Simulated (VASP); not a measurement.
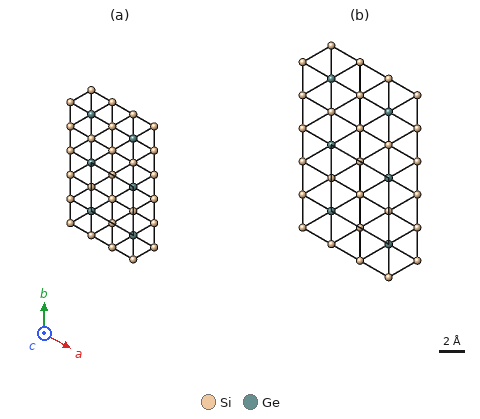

The structure of a crystal of Si3Ge (a generated structure, set up in P6mm) before (left) and after (right) a relaxation, at one scale.

Style: ball-and-stick. Shown: the cell of the calculation, repeated 1 × 2 × 1 with one cell outlined, along the c axis.

The run lets cell and atoms move.

These are results of Kohn-Sham DFT of a periodic cell, PBE, VASP PAW PBE potentials, recommended in VASP 6.6.1, not measurements.

The input:
```
SYSTEM = Si3Ge
PREC = Normal
ENCUT = 520
EDIFF = 1E-4
ISMEAR = 0
SIGMA = 0.15
LREAL = .FALSE.
LASPH = .TRUE.
NELM = 60
ALGO = Fast
ISIF = 3
LWAVE = .FALSE.
LCHARG = .FALSE.
GGA = PE
IBRION = 2
NSW = 24
EDIFFG = -0.08
```

Launched with:
```bash
cat potpaw_PBE.64/Si/POTCAR potpaw_PBE.64/Ge_d/POTCAR > POTCAR
mpirun -np 1 vasp_std > vasp.out
```

Summarise the run.

Answer. The relaxation stopped without meeting its thresholds, so the last structure isn't shown to be converged. The atom that moves furthest relative to the cell is the Ge atom (0.29 Å along −c). By element the largest moves are Ge 0.29 Å, Si 0.10 Å. The drawn cell changes as follows: a = b 4.023 → 5.504 Å (+36.8 %), c 4.453 → 2.850 Å (−36.0 %); the volume changes by +19.8 %. Among the contacts that change: Si–Si 4.453 → 2.850 Å, Ge–Ge 4.453 → 2.850 Å, Ge–Si 2.014 → 2.787 Å, Si–Si 2.012 → 2.752 Å. Among the angles between lasting bonds that change: Si–Ge–Si 174.6° → 161.7°, Ge–Si–Ge 174.6° → 161.7°, Si–Ge–Si 119.8° → 117.5°. The space group stays P6mm (No. 183). The energy falls by 3701 meV per atom in 23 geometry steps. The largest force component goes from 1.8 to 0.056 eV/Å. Pressure: 123.90 GPa at the start and −8.21 GPa at the end. At step 1 the optimiser overshot: the energy rose above the start, and later steps came back. The volume changes by over a tenth within one run on a fixed set of plane waves, so the end point should be relaxed again from the new cell.
